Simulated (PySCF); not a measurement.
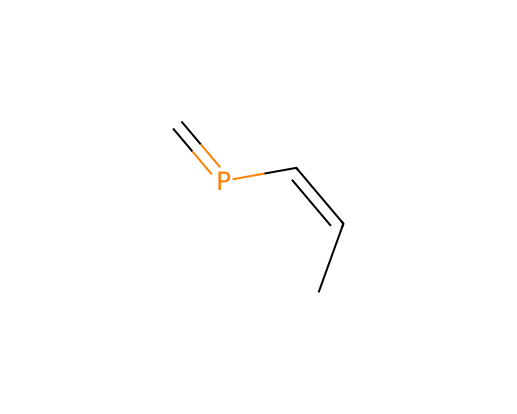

The drawing above gives the connectivity. The geometry was computed by an optimisation with GFN2-xTB. No frequency run is at hand to confirm it as a minimum.

What does the molecule look like in three dimensions?

The molecule is C₄H₇P. Its SMILES string is `C=P/C=C\C`. It has no ring. Among its groups: alkene. The point group is Cs. Coordination: 3 C trigonal planar; 1 P bent; 1 C tetrahedral.

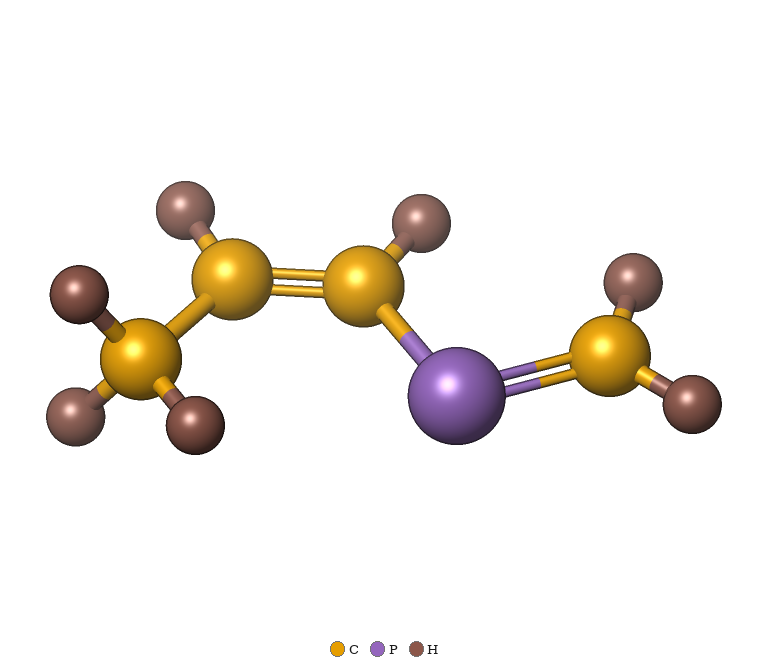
